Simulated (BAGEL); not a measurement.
# singlet [GeBrF2]+: levels of theory compared

We compute a comparison of 6 runs (HF/STO-3G, HF/3-21G, HF/6-31G*, B3LYP/6-31G*, PBE0/aug-cc-pVDZ, RI-MP2/aug-cc-pVDZ) of singlet [GeBrF2]+. 

Program for the calculation: BAGEL 1.2.2.

3 further runs of the same task are left out: 3 set aside as unsound or not needed.

## 1. The molecule

[GeBrF2]+: 4 atoms, total charge +1, spin state singlet. SMILES of the parent species: `[F][Ge]([F])[Br]`. Geometry: relaxed at PBE0-D4/def2-TZVP. That shape belongs to the parent species and isn't relaxed for this state.

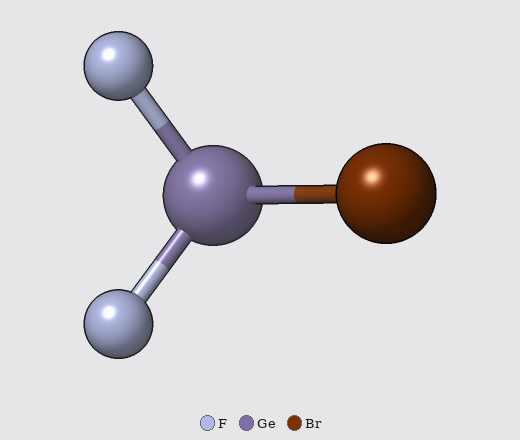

The structure, seen from a chosen angle (fluorine light blue, germanium purple, bromine brown).

## 2. A single-point energy at HF/STO-3G (density fitting with qzvpp-jkfit) (run 1)

hf.json reads:

```json
{ "bagel" : [

{
  "title" : "molecule",
  "basis" : "sto-3g",
  "df_basis" : "qzvpp-jkfit",
  "angstrom" : true,
  "geometry" : [
    { "atom" : "F", "xyz" : [       1.069500,       0.798500,       0.998700 ] },
    { "atom" : "Ge", "xyz" : [      -0.237900,      -0.184000,       0.443600 ] },
    { "atom" : "F", "xyz" : [       0.543700,      -1.585500,      -0.194900 ] },
    { "atom" : "Br", "xyz" : [      -1.319700,       0.910900,      -1.267700 ] }
  ]
},

{
  "title" : "hf",
  "charge" : 1
},

{
  "title" : "print",
  "file" : "orbitals.molden",
  "orbitals" : true
}

]}
```

Started as:

```console
$ BAGEL_NUM_THREADS=1 BAGEL hf.json > hf.out
```

Log:

```text
* using 1 threads per process

  ===============================================================
  ===============================================================

  *** Geometry ***

  { "atom" : "F", "xyz" : [      2.021062,      1.508946,      1.887269 ] },
  { "atom" : "Ge", "xyz" : [     -0.449566,     -0.347710,      0.838283 ] },
  { "atom" : "F", "xyz" : [      1.027444,     -2.996161,     -0.368308 ] },
  { "atom" : "Br", "xyz" : [     -2.493872,      1.721352,     -2.395606 ] },

  Number of auxiliary basis functions:      686

  Since a DF basis is specified, we compute 2- and 3-index integrals:
    o Being stored without compression. Storage requirement is 0.012 GB

  Number of basis functions:       46
  Number of electrons      :       85

    * METHOD: MOLECULE                             0.33

  *** RHF ***

  === Nuclear Repulsion ===
   550.9426008351

      * DIIS with orbital gradients will be used.

  === RHF iteration (sto-3g) ===
      0      -4792.09225322          0.01400714           0.09
      1      -4792.25868966          0.00614787           0.08
      2      -4792.28301783          0.00085243           0.08
      3      -4792.28428076          0.00028830           0.08
      4      -4792.28444311          0.00008758           0.08
      5      -4792.28446047          0.00002839           0.08
      6      -4792.28446276          0.00001219           0.08
      7      -4792.28446329          0.00000468           0.08
      8      -4792.28446337          0.00000167           0.08
      9      -4792.28446338          0.00000043           0.08
     10      -4792.28446338          0.00000015           0.08
     11      -4792.28446338          0.00000005           0.08
     12      -4792.28446338          0.00000002           0.08
     13      -4792.28446338          0.00000001           0.08
    * SCF iteration converged.

    * Permanent dipole moment:
           (    0.315103,     0.620278,    -1.378589) a.u.

    * METHOD: HF                                   1.33

    * METHOD: PRINT                                0.00

  ===============================================================
```

It took 1.8 s on 1 thread of Arm Neoverse V2, shared host; peak memory 0.11 GiB.

## 3. The energy at HF/3-21G (density fitting with qzvpp-jkfit) (run 2)

input.json reads:

```json
{ "bagel" : [

{
  "title" : "molecule",
  "basis" : "3-21g",
  "df_basis" : "qzvpp-jkfit",
  "angstrom" : "true",
  "geometry" : [
    { "atom" : "F", "xyz" : [    1.069500,    0.798500,    0.998700 ] },
    { "atom" : "Ge", "xyz" : [   -0.237900,   -0.184000,    0.443600 ] },
    { "atom" : "F", "xyz" : [    0.543700,   -1.585500,   -0.194900 ] },
    { "atom" : "Br", "xyz" : [   -1.319700,    0.910900,   -1.267700 ] }
  ]
},
{
  "title" : "hf",
  "charge" : 1
},
{
  "title" : "print",
  "file" : "orbitals.molden",
  "orbitals" : "true"
}

]}
```

Started as:

```console
$ BAGEL_NUM_THREADS=1 BAGEL input.json > input.out
```

Log:

```text
* using 1 threads per process

  ===============================================================
  ===============================================================

  *** Geometry ***

  { "atom" : "F", "xyz" : [      2.021062,      1.508946,      1.887269 ] },
  { "atom" : "Ge", "xyz" : [     -0.449566,     -0.347710,      0.838283 ] },
  { "atom" : "F", "xyz" : [      1.027444,     -2.996161,     -0.368308 ] },
  { "atom" : "Br", "xyz" : [     -2.493872,      1.721352,     -2.395606 ] },

  Number of auxiliary basis functions:      686

  Since a DF basis is specified, we compute 2- and 3-index integrals:
    o Being stored without compression. Storage requirement is 0.021 GB

  Number of basis functions:       62
  Number of electrons      :       85

    * METHOD: MOLECULE                             0.34

  *** RHF ***

  === Nuclear Repulsion ===
   550.9426008351

      * DIIS with orbital gradients will be used.

  === RHF iteration (3-21g) ===
      0      -4822.67770057          0.02411232           0.12
      1      -4822.83710820          0.01740991           0.11
      2      -4822.92244711          0.00118031           0.11
      3      -4822.92373990          0.00046133           0.11
      4      -4822.92397762          0.00012950           0.11
      5      -4822.92400276          0.00005106           0.11
      6      -4822.92401068          0.00002457           0.11
      7      -4822.92401317          0.00000602           0.11
      8      -4822.92401328          0.00000244           0.11
      9      -4822.92401329          0.00000094           0.11
     10      -4822.92401329          0.00000026           0.11
     11      -4822.92401329          0.00000009           0.11
     12      -4822.92401329          0.00000003           0.11
     13      -4822.92401329          0.00000001           0.11
    * SCF iteration converged.

    * Permanent dipole moment:
           (    1.141655,     0.356522,    -1.215775) a.u.

    * METHOD: HF                                   1.80

    * METHOD: PRINT                                0.01

  ===============================================================
```

It took 2.3 s on 1 thread of Arm Neoverse V2, shared host; peak memory 0.14 GiB.

Runs 3 to 5 aren't shown in full; the table further down has their settings and results.

## 4. The energy at RI-MP2/aug-cc-pVDZ (density fitting with qzvpp-jkfit) (run 6)

calc.json reads:

```json
{ "bagel" : [

{
  "title" : "molecule",
  "basis" : "aug-cc-pvdz.json",
  "df_basis" : "qzvpp-jkfit",
  "angstrom" : "true",
  "geometry" : [
    { "atom" : "F", "xyz" : [    1.069500,    0.798500,    0.998700 ] },
    { "atom" : "Ge", "xyz" : [   -0.237900,   -0.184000,    0.443600 ] },
    { "atom" : "F", "xyz" : [    0.543700,   -1.585500,   -0.194900 ] },
    { "atom" : "Br", "xyz" : [   -1.319700,    0.910900,   -1.267700 ] }
  ]
},
{
  "title" : "hf",
  "charge" : 1
},
{
  "title" : "mp2",
  "charge" : 1,
  "ncore" : 20
}

]}
```

The basis set aug-cc-pVDZ is read from a file made from the Basis Set Exchange's data (not shown).

Started as:

```console
$ BAGEL_NUM_THREADS=1 BAGEL calc.json > calc.out
```

Log:

```text
* using 1 threads per process

  ===============================================================
  ===============================================================

  *** Geometry ***

  { "atom" : "F", "xyz" : [      2.021062,      1.508946,      1.887269 ] },
  { "atom" : "Ge", "xyz" : [     -0.449566,     -0.347710,      0.838283 ] },
  { "atom" : "F", "xyz" : [      1.027444,     -2.996161,     -0.368308 ] },
  { "atom" : "Br", "xyz" : [     -2.493872,      1.721352,     -2.395606 ] },

[... 23 lines left out ...]
    * SCF iteration converged.
[... 1 line left out ...]
    * Permanent dipole moment:
[... 2 lines left out ...]
    * METHOD: HF                                   4.77

  *** RHF ***

  === Nuclear Repulsion ===
   550.9426008351

      * DIIS with orbital gradients will be used.

  === RHF iteration (aug-cc-pvdz.json) ===
      0      -4846.33952940          0.00000001           0.25
    * SCF iteration converged.

    * Permanent dipole moment:
           (    1.143812,     0.219472,    -0.942771) a.u.

  === DF-MP2 calculation ===

    * freezing 20 orbitals
    * 3-index integral transformation done
    * assembly done

      MP2 correlation energy:   -0.6593810736      0.15

      MP2 total energy:       -4846.9989104719

    * METHOD: MP2                                  0.66

  ===============================================================
```

It took 6.3 s on 1 thread of Arm Neoverse V2, shared host; peak memory 0.26 GiB.

## 5. Overview of the runs

| run | level | frozen core orbitals | energy (Eh) | HOMO energy (eV) | LUMO energy (eV) | HOMO–LUMO gap (eV) | wall time |
| --- | --- | --- | --- | --- | --- | --- | --- |
| 1 | HF/STO-3G (density fitting with qzvpp-jkfit) | – | -4792.284463 | -15.93 | -6.35 | 9.58 | 1.8 s |
| 2 | HF/3-21G (density fitting with qzvpp-jkfit) | – | -4822.924013 | -18.70 | -9.46 | 9.25 | 2.3 s |
| 3 | HF/6-31G* (density fitting with qzvpp-jkfit, spherical functions) | – | -4845.760755 | -18.72 | -9.47 | 9.25 | 4.5 s |
| 4 | B3LYP/6-31G* (density fitting with qzvpp-jkfit, spherical functions) | – | -4850.015821 | -15.32 | -12.77 | 2.55 | 9.9 s |
| 5 | PBE0/aug-cc-pVDZ (density fitting with qzvpp-jkfit) | – | -4849.769959 | -15.66 | -12.61 | 3.05 | 17 s |
| 6 | RI-MP2/aug-cc-pVDZ (density fitting with qzvpp-jkfit) | 20 | -4846.998910 | – | – | – | 6.3 s |

## 6. What came out

| quantity | value |
| --- | --- |
| run 6: total energy | -4846.99891 Eh |
| run 6: correlation energy (20 core orbitals frozen) | -659.4 mEh |

What this shows: Over runs 1, 2, 3, 4, 5 the HOMO–LUMO gap runs from 2.55 eV (B3LYP/6-31G*) to 9.58 eV (HF/STO-3G). The two ends differ in method and basis. Totals of different functionals can't be ranked against each other. In run 1 the basis is minimal, so the values are rough. All runs together took 41 s, the longest 17 s.
